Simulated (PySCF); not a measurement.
Si(H)(Me)(Et)(NMe2), SMILES CC[SiH](C)N(C)C (C5H15NSi), GFN2-xTB optimised geometry. Atoms within 1.6 Å of the plane z = 1.0 Å (x, y, z in Å): Si1 (0.00, 0.08, 0.00), C2 (1.89, 0.08, 0.00), N5 (-0.53, -0.85, 1.36), C7 (-1.89, -1.33, 1.47), H8 (-0.46, 1.49, 0.00), H10 (2.30, -0.92, 0.11), H11 (2.30, 0.69, 0.80), H17 (1.11, -0.36, 2.54), H20 (-2.30, -1.49, 0.48), H21 (-2.53, -0.61, 2.00), H22 (-1.90, -2.27, 2.02).

Method: B3LYP/def2-SVP run with PySCF 2.14.0.

Map of the log10 of the electron density (e/bohr³), floored at −4 on the plane z = 1.0 Å:

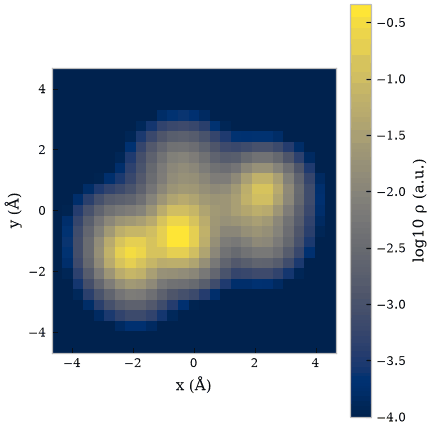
Figure. Log10 of the electron density (e/bohr³), floored at −4 on the plane z = 1.0 Å.
